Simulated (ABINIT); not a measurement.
**SnO2 (Cassiterite): G0W0 with ABINIT, start to end**

Wanted: ground state, empty states, screening and self-energy for SnO2 (Cassiterite).

Program: ABINIT 10.8.3. Level of theory: PBE and many-body steps on it, plane waves. Results are calculated unless marked as measured.

**What was measured.**

- Gap 3.6 eV: experimental gap quoted from earlier work; bulk crystal (quoted in “Study on the Photocatalytic Properties of Flower-Shaped SnO2”, 2022, pmc:9565917).

## Step 1: Starting point

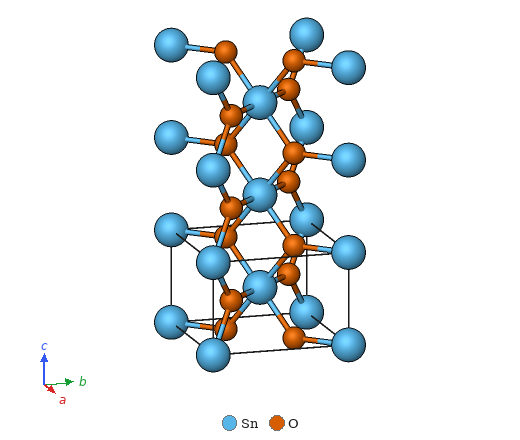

The cell as given, slightly off an axis (tin blue, oxygen orange). 1×1×3 cells are drawn. Some periodic images of atoms are drawn too.

The cell and positions come from the Crystallography Open Database and are kept as given unless a step says otherwise.

## Step 2: Ground state

This step: ABINIT 10.8.3; DFT, PBE, plane waves, norm-conserving pseudopotentials.

The ground-state density comes first.

run.abi reads:

```
acell 3*1.0 Angstrom
rprim 
  4.738000000000 0.000000000000 0.000000000000
  0.000000000000 4.738000000000 0.000000000000
  0.000000000000 0.000000000000 3.186500000000
ntypat 2
znucl 50 8
natom 6
typat 1 1 2 2 2 2
xred 
  0.000000000000 0.000000000000 0.000000000000
  0.500000000000 0.500000000000 0.500000000000
  0.307100000000 0.307100000000 0.000000000000
  0.192900000000 0.807100000000 0.500000000000
  0.692900000000 0.692900000000 0.000000000000
  0.807100000000 0.192900000000 0.500000000000
pp_dirpath "pseudos"
pseudos "Sn.upf, O.upf"
ecut 42
ngkpt 4 4 6
nshiftk 1
shiftk 0 0 0
kptopt 1
chksymbreak 0
nband 41
occopt 1
tolvrs 1e-10
nstep 60
prtwf 0
optforces 0
optstress 0
indata_prefix "in"
outdata_prefix "out"
tmpdata_prefix "tmp"
```

Run with:

```
OMP_NUM_THREADS=1 mpirun -n 4 abinit run.abi > log
```

Numbers of over 12 decimals in the logs are rounded to 6 here.

The program printed:

```text
.Version 10.8.3 of ABINIT. v10.8.2 released Aug 2026.

 Symmetries : space group P4_2/m n m (#136); Bravais tP (primitive tetrag.)
================================================================================
 Values of the parameters that define the memory need of the present run
     intxc =       0    ionmov =       0      iscf =       7    lmnmax =       6
     lnmax =       6     mgfft =      54  mpssoang =       3    mqgrid =    3001
     natom =       6  nloc_mem =       1    nspden =       1   nspinor =       1
    nsppol =       1      nsym =      16    n1xccc =    2501    ntypat =       2
    occopt =       1   xclevel =       2
-    mband =          41        mffmem =           1         mkmem =           6
       mpw =        6296          nfft =      104976          nkpt =          24
================================================================================
  Rough estimation (10% accuracy) of disk space for files :
================================================================================

--------------------------------------------------------------------------------
------------- Echo of variables that govern the present computation ------------
--------------------------------------------------------------------------------
 -outvars: echo values of preprocessed input variables --------
            acell      1.8897261259E+00  1.8897261259E+00  1.8897261259E+00 Bohr

      chksymbreak           0
             ecut      4.20000000E+01 Hartree
-          fftalg         312

              ixc     -101130
              kpt      0.00000000E+00  0.00000000E+00  0.00000000E+00
                       2.50000000E-01  0.00000000E+00  0.00000000E+00
                       5.00000000E-01  0.00000000E+00  0.00000000E+00
                       2.50000000E-01  2.50000000E-01  0.00000000E+00
                       5.00000000E-01  2.50000000E-01  0.00000000E+00
                       5.00000000E-01  5.00000000E-01  0.00000000E+00
                       0.00000000E+00  0.00000000E+00  1.66666667E-01
                       2.50000000E-01  0.00000000E+00  1.66666667E-01
                       5.00000000E-01  0.00000000E+00  1.66666667E-01
   [... 13 further rows ...]
                       5.00000000E-01  2.50000000E-01  5.00000000E-01
                       5.00000000E-01  5.00000000E-01  5.00000000E-01
         kptrlatt        4    0    0      0    4    0      0    0    6
          kptrlen      3.58140895E+01
P           mkmem           6
            natom           6
            nband          41
            ngfft          54      54      36
             nkpt          24
            nstep          60
             nsym          16
           ntypat           2
              occ      2.000000  2.000000  2.000000  2.000000  2.000000  2.000000
                       2.000000  2.000000  2.000000  2.000000  2.000000  2.000000
                       2.000000  2.000000  2.000000  2.000000  2.000000  2.000000
                       2.000000  2.000000  2.000000  2.000000  2.000000  2.000000
                       2.000000  2.000000  2.000000  2.000000  2.000000  2.000000
                       2.000000  2.000000  2.000000  2.000000  0.000000  0.000000
                       0.000000  0.000000  0.000000  0.000000  0.000000
        optforces           0
        optstress           0
            prtwf           0
            rprim      4.7380000000E+00  0.0000000000E+00  0.0000000000E+00
[...]
spgroup         136

           tolvrs      1.00000000E-10

             xred      0.0000000000E+00  0.0000000000E+00  0.0000000000E+00
[...]
znucl       50.00000    8.00000

================================================================================

 chkinp: Checking input parameters for consistency.

================================================================================
== DATASET  1 ==================================================================
-   mpi_nproc: 4, omp_nthreads: 1 (-1 if OMP is not activated)

--- !DatasetInfo
iteration_state: {dtset: 1, }
dimensions: {natom: 6, nkpt: 24, mband: 41, nsppol: 1, nspinor: 1, nspden: 1, mpw: 6296, }
cutoff_energies: {ecut:  42.0, pawecutdg:  -1.0, }
electrons: {nelect:   6.80000000E+01, charge:   0.00000000E+00, occopt:   1.00000000E+00, tsmear:   1.00000000E-02, }

 Real(R)+Recip(G) space primitive vectors, cartesian coordinates (Bohr,Bohr^-1):
 R(1)=  8.9535224  0.0000000  0.0000000  G(1)=  0.1116879  0.0000000  0.0000000
 R(2)=  0.0000000  8.9535224  0.0000000  G(2)=  0.0000000  0.1116879  0.0000000
 R(3)=  0.0000000  0.0000000  6.0216123  G(3)=  0.0000000  0.0000000  0.1660685
 Unit cell volume ucvol=  4.8272594E+02 bohr^3
 Angles (23,13,12)=  9.00000000E+01  9.00000000E+01  9.00000000E+01 degrees

 getcut: wavevector=  0.0000  0.0000  0.0000  ngfft=  54  54  36
         ecut(hartree)=     42.000   => boxcut(ratio)=   2.04927

--- Pseudopotential description ------------------------------------------------
- Sn Generated using ONCVPSP code by D. R. Hamann
- 50.00000  22.00000  171031                  znucl, zion, pspdat
12 -101130 2 -1 1628                          pspcod,pspxc,lmax,lloc,mmax
     nproj     2     2     2
  pspatm : epsatm=   27.31087254
         --- l  ekb(1:nproj) -->
[...]
pspatm: atomic psp has been read  and splines computed

- O Generated using ONCVPSP code by D. R. Hamann
-  8.00000   6.00000  171031                  znucl, zion, pspdat
12 -101130 2 -1 936                           pspcod,pspxc,lmax,lloc,mmax
     nproj     2     2     1
  pspatm : epsatm=    6.17005460
         --- l  ekb(1:nproj) -->
[...]
2   -1.331955
 pspatm: atomic psp has been read  and splines computed

   5.39253352E+03                                ecore*ucvol(ha*bohr**3)
--------------------------------------------------------------------------------

_setup2: Arith. and geom. avg. npw (full set) are    6276.344    6276.333

================================================================================

--- !BeginCycle
iteration_state: {dtset: 1, }
solver: {iscf: 7, nstep: 60, nline: 4, wfoptalg: 0, }
tolerances: {tolvrs: 1.00E-10, }

     iter   Etot(hartree)      deltaE(h)  residm     vres2
 ETOT  1  -508.63668929118    -5.086E+02 2.196E-01 1.209E+03
 ETOT  2  -509.05887037937    -4.222E-01 2.857E-02 1.183E+03
 ETOT  3  -509.49154456593    -4.327E-01 1.897E-02 1.499E+01
 ETOT  4  -509.49543743827    -3.893E-03 3.404E-03 1.151E+00
 ETOT  5  -509.49584511455    -4.077E-04 2.068E-03 8.763E-02
 ETOT  6  -509.49586478160    -1.967E-05 8.917E-04 2.898E-03
 ETOT  7  -509.49586499951    -2.179E-07 7.431E-04 2.571E-05
 ETOT  8  -509.49586500295    -3.441E-09 4.302E-04 5.826E-07
 ETOT  9  -509.49586500302    -7.344E-11 3.204E-04 3.678E-08
 ETOT 10  -509.49586500302     2.046E-12 2.448E-04 1.148E-09
 ETOT 11  -509.49586500304    -1.739E-11 2.319E-04 6.780E-11

 At SCF step   11       vres2   =  6.78E-11 < tolvrs=  1.00E-10 =>converged.

--- !ResultsGS
iteration_state: {dtset: 1, }
comment   : Summary of ground state results
lattice_vectors:
- [  8.9535224,   0.0000000,   0.0000000, ]
- [  0.0000000,   8.9535224,   0.0000000, ]
- [  0.0000000,   0.0000000,   6.0216123, ]
lattice_lengths: [   8.95352,    8.95352,    6.02161, ]
lattice_angles: [ 90.000,  90.000,  90.000, ] # degrees, (23, 13, 12)
lattice_volume:   4.8272594E+02
convergence: {deltae: -1.739E-11, res2:  6.780E-11, residm:  2.319E-04, diffor:  0.000E+00, }
etotal    :  -5.09495865E+02
entropy   :   0.00000000E+00
fermie    :   2.49058631E-01
cartesian_stress_tensor: null
pressure_GPa: null
xred      :
- [  0.0000E+00,   0.0000E+00,   0.0000E+00, Sn]
- [  5.0000E-01,   5.0000E-01,   5.0000E-01, Sn]
- [  3.0710E-01,   3.0710E-01,   0.0000E+00,  O]
- [  1.9290E-01,   8.0710E-01,   5.0000E-01,  O]
- [  6.9290E-01,   6.9290E-01,   0.0000E+00,  O]
- [  8.0710E-01,   1.9290E-01,   5.0000E-01,  O]
cartesian_forces: null
force_length_stats: {min: null, max: null, mean: null, }

 Integrated electronic density in atomic spheres:
 ------------------------------------------------
 Atom  Sphere_radius  Integrated_density
[...]
================================================================================

 ----iterations are completed or convergence reached----

 Mean square residual over all n,k,spin=   67.387E-08; max=  23.190E-05
 reduced coordinates (array xred) for    6 atoms
[...]
0.500000000000      0.500000000000      0.500000000000
       0.307100000000      0.307100000000      0.000000000000
       0.192900000000      0.807100000000      0.500000000000
       0.692900000000      0.692900000000      0.000000000000
       0.807100000000      0.192900000000      0.500000000000
 rms dE/dt=  0.0000E+00; max dE/dt=  0.0000E+00; dE/dt below (all hartree)
    1       0.000000000000      0.000000000000      0.000000000000
    2       0.000000000000      0.000000000000      0.000000000000
    3       0.000000000000      0.000000000000      0.000000000000
    4       0.000000000000      0.000000000000      0.000000000000
    5       0.000000000000      0.000000000000      0.000000000000
    6       0.000000000000      0.000000000000      0.000000000000

 cartesian coordinates (angstrom) at end:
    1      0.000000     0.000000     0.000000
    2      2.369000     2.369000     1.593250
    3      1.455040     1.455040     0.000000
    4      0.913960     3.824040     1.593250
    5      3.282960     3.282960     0.000000
    6      3.824040     0.913960     1.593250
 length scales=  1.889726125908  1.889726125908  1.889726125908 bohr
              =  1.000000000000  1.000000000000  1.000000000000 angstroms
 prteigrs : about to open file out_EIG
 Fermi (or HOMO) energy (hartree) =   0.24906   Average Vxc (hartree)=  -0.42434
 Eigenvalues (hartree) for nkpt=  24  k points:
 kpt#   1, nband= 41, wtk=  0.01042, kpt=  0.0000  0.0000  0.0000 (reduced coord)
  -4.45122   -4.45122   -2.82797   -2.82797   -2.82638   -2.82638   -2.82622   -2.82621
  -0.52850   -0.50088   -0.49067   -0.48981   -0.48981   -0.48655   -0.48526   -0.48206
  -0.48100   -0.48100   -0.44591   -0.37776   -0.37776   -0.31287   -0.04845    0.10009
   0.10009    0.10339    0.13529    0.17389    0.17716    0.20329    0.20329    0.22098
   0.22098    0.24906    0.29623    0.47480    0.48381    0.48381    0.63508    0.64049
   0.69479
 prteigrs : prtvol=0 or 1, do not print more k-points.

--- !EnergyTerms
iteration_state     : {dtset: 1, }
comment             : Components of total free energy in Hartree
kinetic             :  2.00434493865869E+02
hartree             :  1.58895150068854E+02
xc                  : -7.12084152046974E+01
Ewald energy        : -2.98339747503783E+02
psp_core            :  1.11710042103051E+01
local_psp           : -4.87139504680366E+02
non_local_psp       : -2.33088457592174E+01
total_energy        : -5.09495865003036E+02
total_energy_eV     : -1.38640887733278E+04
band_energy         : -6.12362511477276E+01

== END DATASET(S) ==============================================================
================================================================================

 -outvars: echo values of variables after computation  --------
           etotal     -5.0949586500E+02
            nband          41
             nkpt          24
          spgroup         136
 [... the other variables as echoed above ...]

 Calculation completed.
```

Wall time 70 s (4 MPI ranks of Arm Neoverse V1, shared host); peak memory 0.44 GiB.

Numbers from this step:

```yaml
total_energy: -13864.0888 eV
gap: 1.284 eV
k_of_the_valence_top: 0, 0, 0
k_of_the_conduction_bottom: 0, 0, 0
least_direct_gap: 1.284 eV
```

The gap is direct, at Γ.

## Step 3: Empty states on the mesh, 4×4×4 mesh, 89 bands

The sums over transitions need many empty states on a uniform mesh; this step solves for them.

run.abi: that of step 2 with these lines changed.

```diff
@@ -19,3 +19,3 @@
 ecut 42
-ngkpt 4 4 6
+ngkpt 4 4 4
 nshiftk 1
@@ -24,9 +24,10 @@
 chksymbreak 0
-nband 41
-occopt 1
-tolvrs 1e-10
+iscf -2
+irdden 1
+istwfk *1
+nband 89
+nbdbuf 8
+tolwfr 1e-09
 nstep 60
-prtwf 0
-optforces 0
-optstress 0
+prtvol 0
 indata_prefix "in"
```

The program printed:

```text
.Version 10.8.3 of ABINIT. v10.8.2 released Aug 2026.

 Symmetries : space group P4_2/m n m (#136); Bravais tP (primitive tetrag.)
[... echo of the input left out ...]
== DATASET  1 ==================================================================
-   mpi_nproc: 4, omp_nthreads: 1 (-1 if OMP is not activated)

--- !DatasetInfo
iteration_state: {dtset: 1, }
dimensions: {natom: 6, nkpt: 18, mband: 89, nsppol: 1, nspinor: 1, nspden: 1, mpw: 6312, }
cutoff_energies: {ecut:  42.0, pawecutdg:  -1.0, }
electrons: {nelect:   6.80000000E+01, charge:   0.00000000E+00, occopt:   1.00000000E+00, tsmear:   1.00000000E-02, }

 Real(R)+Recip(G) space primitive vectors, cartesian coordinates (Bohr,Bohr^-1):
 R(1)=  8.9535224  0.0000000  0.0000000  G(1)=  0.1116879  0.0000000  0.0000000
 R(2)=  0.0000000  8.9535224  0.0000000  G(2)=  0.0000000  0.1116879  0.0000000
 R(3)=  0.0000000  0.0000000  6.0216123  G(3)=  0.0000000  0.0000000  0.1660685
 Unit cell volume ucvol=  4.8272594E+02 bohr^3
 Angles (23,13,12)=  9.00000000E+01  9.00000000E+01  9.00000000E+01 degrees

 getcut: wavevector=  0.0000  0.0000  0.0000  ngfft=  54  54  36
         ecut(hartree)=     42.000   => boxcut(ratio)=   2.04927

--- Pseudopotential description ------------------------------------------------
- Sn Generated using ONCVPSP code by D. R. Hamann
- 50.00000  22.00000  171031                  znucl, zion, pspdat
12 -101130 2 -1 1628                          pspcod,pspxc,lmax,lloc,mmax
     nproj     2     2     2
  pspatm : epsatm=   27.31087254
         --- l  ekb(1:nproj) -->
             0    9.701792   -0.671203
             1    4.046855   -0.266328
             2   -2.346641   -0.600143
 pspatm: atomic psp has been read  and splines computed

- O Generated using ONCVPSP code by D. R. Hamann
-  8.00000   6.00000  171031                  znucl, zion, pspdat
12 -101130 2 -1 936                           pspcod,pspxc,lmax,lloc,mmax
     nproj     2     2     1
  pspatm : epsatm=    6.17005460
         --- l  ekb(1:nproj) -->
[...]
2   -1.331955
 pspatm: atomic psp has been read  and splines computed

--------------------------------------------------------------------------------

================================================================================
 prteigrs : about to open file out_EIG
 Non-SCF case, kpt    1 (  0.00000  0.00000  0.00000), residuals and eigenvalues=
  3.50E-10  4.28E-10  1.63E-10  3.48E-10  1.81E-10  3.56E-10  1.44E-10  2.31E-10
  2.20E-10  1.86E-10  1.82E-10  1.59E-10  1.67E-10  7.36E-11  2.37E-10  1.74E-10
  1.69E-10  2.87E-10  2.07E-10  2.55E-10  4.51E-10  6.00E-10  1.32E-10  3.24E-10
[...]
4.26E-04
 -4.4512E+00 -4.4512E+00 -2.8280E+00 -2.8280E+00 -2.8264E+00 -2.8264E+00
 -2.8262E+00 -2.8262E+00 -5.2850E-01 -5.0088E-01 -4.9067E-01 -4.8981E-01
 -4.8981E-01 -4.8655E-01 -4.8526E-01 -4.8206E-01 -4.8100E-01 -4.8100E-01
[...]
1.5198E+00  1.5239E+00  1.5258E+00  1.5258E+00  1.5259E+00  1.6008E+00
  1.6242E+00  1.6242E+00  1.6303E+00  1.6430E+00  1.7181E+00  1.7563E+00
  1.7563E+00  1.8310E+00  1.8319E+00  1.8322E+00  1.8492E+00
 prteigrs : prtvol=0 or 1, do not print more k-points.

--- !ResultsGS
iteration_state: {dtset: 1, }
comment   : Summary of ground state results
lattice_vectors:
- [  8.9535224,   0.0000000,   0.0000000, ]
- [  0.0000000,   8.9535224,   0.0000000, ]
- [  0.0000000,   0.0000000,   6.0216123, ]
lattice_lengths: [   8.95352,    8.95352,    6.02161, ]
lattice_angles: [ 90.000,  90.000,  90.000, ] # degrees, (23, 13, 12)
lattice_volume:   4.8272594E+02
convergence: {deltae:  0.000E+00, res2:  0.000E+00, residm:  9.990E-10, diffor:  0.000E+00, }
etotal    :  -5.09495865E+02
entropy   :   0.00000000E+00
fermie    :   2.49058631E-01
cartesian_stress_tensor: null
pressure_GPa: null
xred      :
- [  0.0000E+00,   0.0000E+00,   0.0000E+00, Sn]
- [  5.0000E-01,   5.0000E-01,   5.0000E-01, Sn]
- [  3.0710E-01,   3.0710E-01,   0.0000E+00,  O]
- [  1.9290E-01,   8.0710E-01,   5.0000E-01,  O]
- [  6.9290E-01,   6.9290E-01,   0.0000E+00,  O]
- [  8.0710E-01,   1.9290E-01,   5.0000E-01,  O]
cartesian_forces: null
force_length_stats: {min: null, max: null, mean: null, }

 Integrated electronic density in atomic spheres:
 ------------------------------------------------
 Atom  Sphere_radius  Integrated_density
[...]
================================================================================

 ----iterations are completed or convergence reached----

 Mean square residual over all n,k,spin=   43.244E-11; max=  99.901E-11
 reduced coordinates (array xred) for    6 atoms
[...]
0.692900000000      0.692900000000      0.000000000000
       0.807100000000      0.192900000000      0.500000000000

 cartesian coordinates (angstrom) at end:
    1      0.000000     0.000000     0.000000
    2      2.369000     2.369000     1.593250
    3      1.455040     1.455040     0.000000
    4      0.913960     3.824040     1.593250
    5      3.282960     3.282960     0.000000
    6      3.824040     0.913960     1.593250
 length scales=  1.889726125908  1.889726125908  1.889726125908 bohr
              =  1.000000000000  1.000000000000  1.000000000000 angstroms
 prteigrs : about to open file out_EIG
 Eigenvalues (hartree) for nkpt=  18  k points:
 kpt#   1, nband= 89, wtk=  0.01563, kpt=  0.0000  0.0000  0.0000 (reduced coord)
[...]
1.51977    1.52386    1.52579    1.52579    1.52593    1.60083    1.62420    1.62420
   1.63025    1.64301    1.71809    1.75632    1.75632    1.83100    1.83190    1.83219
   1.84918
 prteigrs : prtvol=0 or 1, do not print more k-points.

== END DATASET(S) ==============================================================
================================================================================

 -outvars: echo values of variables after computation  --------
            nband          89
             nkpt          18
          spgroup         136
 [... the other variables as echoed above ...]

 Calculation completed.
```

The job ended after 68 s (4 MPI ranks; peak memory 0.44 GiB).

Numbers from this step:

```yaml
gap: 1.284 eV
k_of_the_valence_top: 0, 0, 0
k_of_the_conduction_bottom: 0, 0, 0
least_direct_gap: 1.284 eV
k_points_computed: 18
lowest_point_of_the_top_converged_band_above_the_valence_top: 36.96 eV
```

On this mesh the gap is 1.284 eV.

(Continued in part 2 of 2.)

[Paths, hosts, dates, memory and timing lines, banners, echoed tables and standing remarks are left out of the program output.]

[Logs are printed without paths, hosts, clocks, repeated set-up lines and the standing remarks that a program may print on its own settings, such as how far it seeks lower states.]

[Runs of the session that timed out or met a known fault of the program may be left out.]

[Hosts, paths, dates, database ids (printed as entryN), source tags and the programs' standing remarks are cut or masked in the printed files.]

[G0W0 gaps are taken among the corrected bands and points alone; a level outside them can change the order at an edge.]

[Where Ansatz stands beside ABINIT at settings called matched, ABINIT's density can come from a denser mesh and the files from another edition; pairs whose starting gaps differed by over 0.03 eV were left out, so agreement reads better than it is.]
